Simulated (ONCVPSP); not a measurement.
Pseudopotential generation, with input and output: Sm

- system: samarium (Sm, Z = 62), core [Kr] 4d10, reference valence 4f6 5s2 5p6 (an ion of charge +2), valence charge 16.
- method: ONCV potential, PBE, scalar-relativistic, made with ONCVPSP 4.0.1

**Key numbers**

- outcome: generated, with a ghost state
- cutoffs needed: 149 Ha and 166 Ha (the cutoffs at which the residual kinetic energy of the hardest occupied pseudo-wave falls to 1 and 0.1 mHa per electron)
- ghost test: GHOST(-) flagged for s at -195.5 eV; GHOST(+) flagged for p at 35.3 eV, d at 176.9 eV
- largest excitation error: +47 meV (all-electron minus pseudo) for 4f5 5s2 5p6, out of 4 test configurations
- clearest signs, in the scattering phases, of states that the all-electron atom lacks: p near 1.3 Ha
- range over which the phases arctan(r R′/R) at the test radius agree within 0.05 rad (a looser test near the poles than one of phase shifts): s: up to about 3.6 Ha; p: up to about 1.3 Ha; d: up to about 5.0 Ha; f: over the whole range computed
- hardware: 1 CPU thread, shared host
- wall time: 8.8 s

**Notes**

The potential has a bound ghost state, so it can't be used as it stands. Warnings of the program, in the generation or the tests: wellstate: moderately localized bound state found for n= 5 l= 2; wellstate: moderately localized bound state found for n= 6 l= 0.

**Input file**
```
# ATOM AND REFERENCE CONFIGURATION
# atsym  z   nc   nv     iexc    psfile
  Sm 62.00    9    3        4      upf
#
#   n    l    f
    1    0    2.00
    2    0    2.00
    2    1    6.00
    3    0    2.00
    3    1    6.00
    3    2   10.00
    4    0    2.00
    4    1    6.00
    4    2   10.00
    4    3    6.00
    5    0    2.00
    5    1    6.00
#
# PSEUDOPOTENTIAL AND OPTIMIZATION
# lmax
    3
#
#   l,   rc,      ep,       ncon, nbas, qcut
    0    2.40    0.00    4    8    5.00
    1    2.55    0.00    5    8    5.00
    2    2.60    0.36    3    6    4.40
    3    1.00    0.00    5   10   19.90
#
# LOCAL POTENTIAL
# lloc, lpopt,  rc(5),   dvloc0
    4    5    0.95    1.00
#
# VANDERBILT-KLEINMAN-BYLANDER PROJECTORs
# l, nproj, debl
    0    2    3.00
    1    2    3.50
    2    2    0.80
    3    3    1.90
#
# MODEL CORE CHARGE
# icmod, fcfact, rcfact
    0    0.00    0.00
#
# LOG DERIVATIVE ANALYSIS
# epsh1, epsh2, depsh
   -4.00    5.00    0.02
#
# OUTPUT GRID
# rlmax, drl
    6.00    0.01
#
# TEST CONFIGURATIONS
# ncnf
    4
# nvcnf
#   n    l    f
    4
    4    3    6.00
    5    0    2.00
    5    1    6.00
    6    0    2.00
#
    4
    4    3    6.00
    5    0    2.00
    5    1    6.00
    6    0    1.00
#
    3
    4    3    5.00
    5    0    2.00
    5    1    6.00
#
    4
    4    3    6.00
    5    0    2.00
    5    1    6.00
    6    1    2.00
#
```

Command:
```bash
oncvpsp.x < Sm.dat > Sm.out
```

**Log (extracts)**
```
ONCVPSP  (Optimized Norm-Conservinng Vanderbilt PSeudopotential)
scalar-relativistic version 4.0.1

#   n    l    f        energy (Ha)
    1    0    2.00    -1.7159579E+03
    2    0    2.00    -2.8080989E+02
    2    1    6.00    -2.5052957E+02
    3    0    2.00    -6.1901606E+01
    3    1    6.00    -5.2437261E+01
    3    2   10.00    -3.9631392E+01
    4    0    2.00    -1.2689150E+01
    4    1    6.00    -9.5800033E+00
    4    2   10.00    -5.2196185E+00
    4    3    6.00    -5.7733945E-01
    5    0    2.00    -2.0817037E+00
    5    1    6.00    -1.3425337E+00

Reference configufation results
  iterations    30
  all-electron total energy (Ha)   -1.04265864D+04

Begin loop to  construct optimized pseudo wave functions
and semi-local pseudopoentials for all angular momenta

WARNING wellstate: moderately localized bound state found for n= 6 l=  0
WARNING scattering state with energy  0.05000000
WARNING will be used for the first projector

   Wellstate for l =  0  n =  7
     eigenvalue =   0.0500
     asymptotic potential =   0.5500
     half-point radius =  5.9381

Calculating optimized projector #   1

 for l=   0

    Fraction of norm inside rc  0.967042
    Optimizing pswf for qcut=   5.01 a_B^-1,  ecut=  12.53 Ha
    Residual kinetic energy error=  3.35D-06 Ha

    Energy error per electron        Cutoff
         Ha          eV             Ha
         0.01000     0.27211        5.23
         0.00100     0.02721        8.35
         0.00010     0.00272       10.30
         0.00001     0.00027       11.79

Calculating optimized projector #   2

 for l=   0

    Fraction of norm inside rc  0.105269
    Optimizing pswf for qcut=   5.01 a_B^-1,  ecut=  12.53 Ha
    Residual kinetic energy error=  1.54D-05 Ha

    Energy error per electron        Cutoff
         Ha          eV             Ha
         0.01000     0.27211        4.53
         0.00100     0.02721        8.66
         0.00010     0.00272       10.94
         0.00001     0.00027       14.61

   Wellstate for l =  1  n =  8
     eigenvalue =   2.1575
     asymptotic potential =   2.6575
     half-point radius =  4.3035

Calculating optimized projector #   1

 for l=   1

    Fraction of norm inside rc  0.929370
    Optimizing pswf for qcut=   5.00 a_B^-1,  ecut=  12.48 Ha
    Residual kinetic energy error=  2.18D-05 Ha

    Energy error per electron        Cutoff
         Ha          eV             Ha
         0.01000     0.27211        4.56
         0.00100     0.02721        5.89
         0.00010     0.00272       10.21
         0.00001     0.00027       21.10

Calculating optimized projector #   2

 for l=   1

    Fraction of norm inside rc  0.134475
    Optimizing pswf for qcut=   5.00 a_B^-1,  ecut=  12.48 Ha
    Residual kinetic energy error=  2.79D-04 Ha

    Energy error per electron        Cutoff
         Ha          eV             Ha
         0.01000     0.27211        5.56
         0.00100     0.02721        8.61
         0.00010     0.00272       20.32
         0.00001     0.00027       35.97

WARNING wellstate: moderately localized bound state found for n= 5 l=  2
WARNING scattering state with energy  0.05000000
WARNING will be used for the first projector

   Wellstate for l =  2  n =  6
     eigenvalue =   0.0500
     asymptotic potential =   0.5500
     half-point radius =  5.1794

   Wellstate for l =  2  n =  7
     eigenvalue =   0.8500
     asymptotic potential =   1.3500
     half-point radius =  5.1423

Calculating optimized projector #   1

 for l=   2

    Fraction of norm inside rc  0.195730
    Optimizing pswf for qcut=   4.39 a_B^-1,  ecut=   9.66 Ha
    Residual kinetic energy error=  1.90D-05 Ha

    Energy error per electron        Cutoff
         Ha          eV             Ha
         0.01000     0.27211        5.27
         0.00100     0.02721        7.12
         0.00010     0.00272        8.76
         0.00001     0.00027       11.40

Calculating optimized projector #   2

 for l=   2

    Fraction of norm inside rc  0.124028
    Optimizing pswf for qcut=   4.39 a_B^-1,  ecut=   9.66 Ha
    Residual kinetic energy error=  6.89D-05 Ha

    Energy error per electron        Cutoff
         Ha          eV             Ha
         0.01000     0.27211        6.02
         0.00100     0.02721        8.04
         0.00010     0.00272        9.41
         0.00001     0.00027       13.20

   Wellstate for l =  3  n =  5
     eigenvalue =   1.3227
     asymptotic potential =   1.8227
     half-point radius =  2.1636

   Wellstate for l =  3  n =  6
     eigenvalue =   3.2227
     asymptotic potential =   3.7227
     half-point radius =  2.4377

Calculating optimized projector #   1

 for l=   3

    Fraction of norm inside rc  0.620222
    Optimizing pswf for qcut=  19.88 a_B^-1,  ecut= 197.66 Ha
    Residual kinetic energy error=  7.99D-07 Ha

    Energy error per electron        Cutoff
         Ha          eV             Ha
         0.01000     0.27211      127.50
         0.00100     0.02721      148.90
         0.00010     0.00272      166.07
         0.00001     0.00027      180.01

Calculating optimized projector #   2

 for l=   3

    Fraction of norm inside rc  0.096751
    Optimizing pswf for qcut=  19.88 a_B^-1,  ecut= 197.66 Ha
    Residual kinetic energy error=  2.54D-07 Ha

    Energy error per electron        Cutoff
         Ha          eV             Ha
         0.01000     0.27211      117.85
         0.00100     0.02721      142.97
         0.00010     0.00272      162.92
         0.00001     0.00027      178.33

Calculating optimized projector #   3

 for l=   3

    Fraction of norm inside rc  0.044023
    Optimizing pswf for qcut=  19.88 a_B^-1,  ecut= 197.66 Ha
    Residual kinetic energy error=  4.99D-07 Ha

    Energy error per electron        Cutoff
         Ha          eV             Ha
         0.01000     0.27211      117.03
         0.00100     0.02721      143.85
         0.00010     0.00272      164.78
         0.00001     0.00027      181.11

Construct Vanderbilt / Kleinmman-Bylander projectors

B matrix Hermiticity error, ll=   0
   1   2   -1.7303E-04

  Orthonormal projector coefficients  1.5256E+01  1.1195E+00

B matrix Hermiticity error, ll=   1
   1   2    2.5131E-04

  Orthonormal projector coefficients  1.1510E+01  1.0300E+00

B matrix Hermiticity error, ll=   2
   1   2    3.5865E-05

  Orthonormal projector coefficients  7.7301E+00  8.1819E-01

B matrix Hermiticity error, ll=   3
   1   2    4.4604E-04
   1   3   -6.2971E-04
   2   3    1.5765E-04

  Orthonormal projector coefficients -3.8944E+01 -1.5887E+01 -2.7742E+00

Pseudoatom total energy  -80.601441

Diagnostic tests using Vanderbilt-Kleinman-Bylander pseudopotentials
  1 or more projectors used as specified by nproj input data

   l    rcore       rmatch      e in        delta e   norm test  slope test

   0   2.4017273   2.4746489  -2.0817037   0.0000009   1.0001313   1.0001234
   0   2.4017273   2.4746489   0.0500000   0.0000080   1.0001146   1.0001146

   1   2.5650833   2.6429648  -1.3425337  -0.0000005   1.0000422   1.0000431
   1   2.5650833   2.6429648   2.1574663   0.0000060   1.0000355   1.0000355

   2   2.6115324   2.6908242   0.0500000  -0.0000008   1.0001010   1.0001010
   2   2.6115324   2.6908242   0.8500000   0.0000273   1.0001591   1.0001591

   3   1.0028097   1.0332571  -0.5773394   0.0000212   1.0002726   1.0001142
   3   1.0028097   1.0332571   1.3226606  -0.0000461   1.0005590   1.0005590
   3   1.0028097   1.0332571   3.2226606   0.0000730   1.0006619   1.0006619

 Testing for bound ghosts
   n   l    E NL Schr. Eq   E Basis Diag.   E Cutoff

       0                       -7.184998     45.93  WARNING - GHOST(-)
   1   0       -2.081703       -2.081696     45.93

   2   1       -1.342534       -1.342529     46.26

   3   2       -0.500586       -0.500136     30.25

   4   3       -0.577318       -0.558592    735.74

 Testing for highly-localized positive-energy ghosts
       l    <radius>/rc     E Basis Diag.   E Cutoff

       1        0.224413        1.296933     46.26  WARNING - GHOST(+)

       2        0.969965        6.501421     30.25  WARNING - GHOST(+)

Test configuration 0

   n   l     f        eae           eps        diff
   1   0  2.0000-1715.95786761
   2   0  2.0000 -280.80988781
   2   1  6.0000 -250.52957424
   3   0  2.0000  -61.90160557
   3   1  6.0000  -52.43726111
   3   2 10.0000  -39.63139218
   4   0  2.0000  -12.68914966
   4   1  6.0000   -9.58000331
   4   2 10.0000   -5.21961853
   4   3  6.0000   -0.57733945   -0.57731820    2.12D-05
   5   0  2.0000   -2.08170370   -2.08170279    9.11D-07
   5   1  6.0000   -1.34253373   -1.34253419   -4.59D-07

    Total energies and differences
      AE_ref= -1.04265864D+04  AE_tst= -1.04265864D+04  dif=  0.00D+00
      PS_ref= -8.06014410D+01  PS_tst= -8.06014410D+01  dif=  4.69D-13
      PSP excitation error= -4.69D-13

Test configuration 1

   n   l     f        eae           eps        diff
   1   0  2.0000-1715.46762353
   2   0  2.0000 -280.32244389
   2   1  6.0000 -250.04180156
   3   0  2.0000  -61.41751863
   3   1  6.0000  -51.95310750
   3   2 10.0000  -39.14693041
   4   0  2.0000  -12.20393379
   4   1  6.0000   -9.09434452
   4   2 10.0000   -4.73328547
   4   3  6.0000   -0.09079766   -0.08990957    8.88D-04
   5   0  2.0000   -1.59012970   -1.59078185   -6.52D-04
   5   1  6.0000   -0.85372802   -0.85405533   -3.27D-04
   6   0  2.0000   -0.13165857   -0.13171953   -6.10D-05

    Total energies and differences
      AE_ref= -1.04265864D+04  AE_tst= -1.04272129D+04  dif= -6.27D-01
      PS_ref= -8.06014410D+01  PS_tst= -8.12278678D+01  dif= -6.26D-01
      PSP excitation error= -8.71D-05

Test configuration 2

   n   l     f        eae           eps        diff
   1   0  2.0000-1715.69265027
   2   0  2.0000 -280.54641740
   2   1  6.0000 -250.26591264
   3   0  2.0000  -61.64014715
   3   1  6.0000  -52.17576397
   3   2 10.0000  -39.36971079
   4   0  2.0000  -12.42706189
   4   1  6.0000   -9.31766422
   4   2 10.0000   -4.95690466
   4   3  6.0000   -0.31476968   -0.31417046    5.99D-04
   5   0  2.0000   -1.81649468   -1.81686374   -3.69D-04
   5   1  6.0000   -1.07952524   -1.07975472   -2.29D-04
   6   0  1.0000   -0.30941415   -0.30949231   -7.82D-05

    Total energies and differences
      AE_ref= -1.04265864D+04  AE_tst= -1.04269940D+04  dif= -4.08D-01
      PS_ref= -8.06014410D+01  PS_tst= -8.10091553D+01  dif= -4.08D-01
      PSP excitation error=  1.64D-04

Test configuration 3

   n   l     f        eae           eps        diff
   1   0  2.0000-1716.60161015
   2   0  2.0000 -281.47545209
   2   1  6.0000 -251.19196479
   3   0  2.0000  -62.59633669
   3   1  6.0000  -53.13134774
   3   2 10.0000  -40.32292613
   4   0  2.0000  -13.36614926
   4   1  6.0000  -10.25102134
   4   2 10.0000   -5.88018581
   4   3  5.0000   -1.19144082   -1.19078103    6.60D-04
   5   0  2.0000   -2.61220776   -2.62356710   -1.14D-02
   5   1  6.0000   -1.83739932   -1.83756543   -1.66D-04

    Total energies and differences
      AE_ref= -1.04265864D+04  AE_tst= -1.04257102D+04  dif=  8.76D-01
      PS_ref= -8.06014410D+01  PS_tst= -7.97269763D+01  dif=  8.74D-01
      PSP excitation error=  1.73D-03

Test configuration 4

   n   l     f        eae           eps        diff
   1   0  2.0000-1715.55780235
   2   0  2.0000 -280.41164556
   2   1  6.0000 -250.13108202
   3   0  2.0000  -61.50541721
   3   1  6.0000  -52.04102821
   3   2 10.0000  -39.23499357
   4   0  2.0000  -12.29261109
   4   1  6.0000   -9.18324099
   4   2 10.0000   -4.82253307
   4   3  6.0000   -0.18047153   -0.17998544    4.86D-04
   5   0  2.0000   -1.68321170   -1.68285982    3.52D-04
   5   1  6.0000   -0.94550263   -0.94490405    5.99D-04
   6   1  2.0000   -0.08292090   -0.08293714   -1.62D-05

    Total energies and differences
      AE_ref= -1.04265864D+04  AE_tst= -1.04270285D+04  dif= -4.42D-01
      PS_ref= -8.06014410D+01  PS_tst= -8.10439667D+01  dif= -4.43D-01
      PSP excitation error=  4.34D-04
```

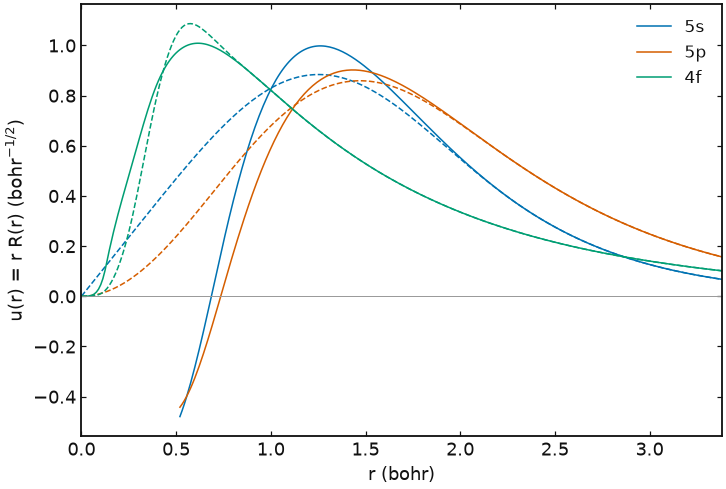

*Partial waves u(r) = r R(r), all-electron (solid) and pseudo (dashed). The innermost oscillations of some all-electron curves aren't drawn. Reference configuration 4f6 5s2 5p6.*

- Matching radii: 5s at 2.40 bohr; 5p at 2.55 bohr; 4f at 1.00 bohr. The curves merge smoothly, so the plot gives these only roughly.
- Nodes of the pseudo-waves: 5s has no node; 5p has no node; 4f has no node.
- Cutoffs needed: 149 Ha (loose) and 166 Ha (tight), as the cutoffs at which the residual kinetic energy of the hardest occupied pseudo-wave falls to 1 and 0.1 mHa per electron. The potential isn't sound: its ghost test gives GHOST(-) flagged for s at -195.5 eV; GHOST(+) flagged for p at 35.3 eV, d at 176.9 eV.

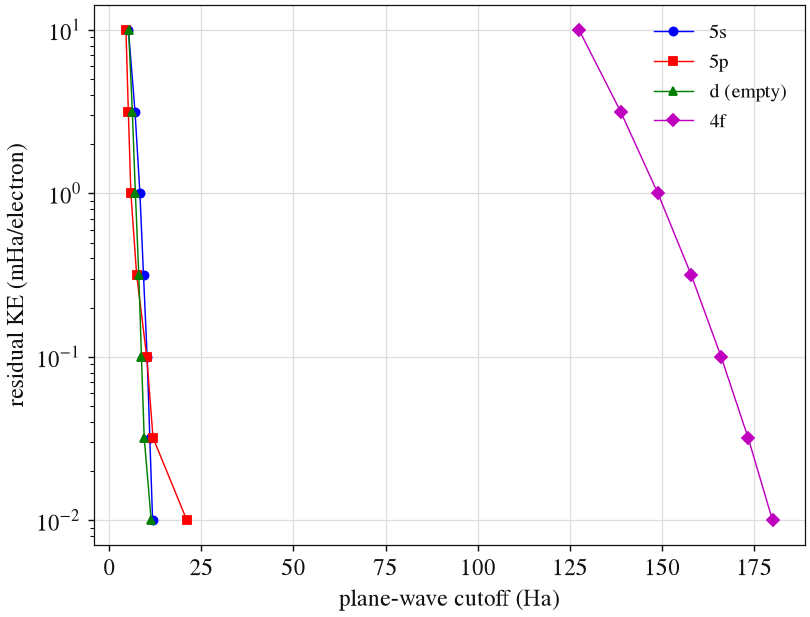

*Residual kinetic energy of the pseudo-waves (the first of each channel, and further valence shells) beyond the plane-wave cutoff, as the generator prints it.*

- Hardest wave at 1 mHa per electron: 4f, with rc = 1.00 bohr and qcut = 19.9 1/bohr. The optimisation minimises, but can't always remove, the kinetic energy above qcut²/2 = 198.0 Ha, and a larger rc would as a rule soften the wave at some cost in transferability.
- Cutoffs for 1 mHa per electron: 4f: 149 Ha; 5s: 8.3 Ha; d (empty): 7.1 Ha; 5p: 5.9 Ha.
- Cutoffs for the occupied states: 149 Ha for 1 mHa and 166 Ha for 0.1 mHa per electron. The first is set by 4f.

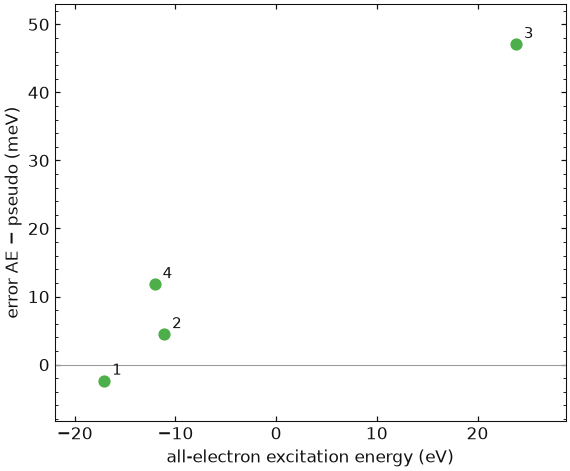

*Errors, all-electron minus pseudo, of the energies of valence configurations relative to the unpolarised reference 4f6 5s2 5p6. Points: 1 = 4f6 5s2 5p6 6s2; 2 = 4f6 5s2 5p6 6s1; 3 = 4f5 5s2 5p6; 4 = 4f6 5s2 5p6 6p2.*

- Worst configuration: 4f5 5s2 5p6 (charge +3): the error is +47 meV on an all-electron energy of +23.84 eV relative to the reference, or 0.2 %.

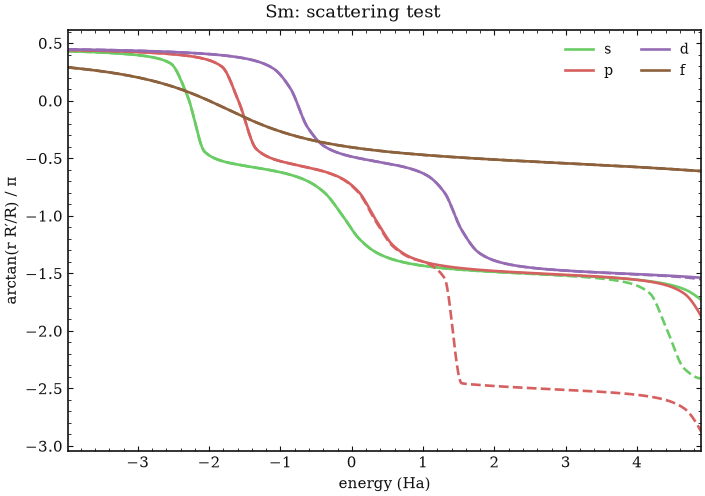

*Unwrapped phase arctan(r R′/R) in units of π against energy, all-electron (solid) and pseudo (dashed); the pseudo phase is matched to the all-electron one at the reference energy. Here R(r) is the radial function. A near-vertical step is a level narrower than the spacing of the points behind the curves.*

- Ghost states: Going away from the reference energies, the phases part by more than π/2 in: s at about 4.5 Ha (above its reference energy, pseudo phase lower); p at about 1.4 Ha (above its reference energy, pseudo phase lower, at the flagged ghost). Such a step is either a state that only one of the two atoms has or an ordinary level shifted in energy. The separate test gives: GHOST(-) flagged for s at -195.5 eV; GHOST(+) flagged for p at 35.3 eV, d at 176.9 eV. The bound ghosts lie below the range of the plot.
- Range over which the phases agree within 0.05 rad: s: up to about 3.6 Ha; p: up to about 1.3 Ha; d: up to about 5.0 Ha; f: over the whole range drawn.
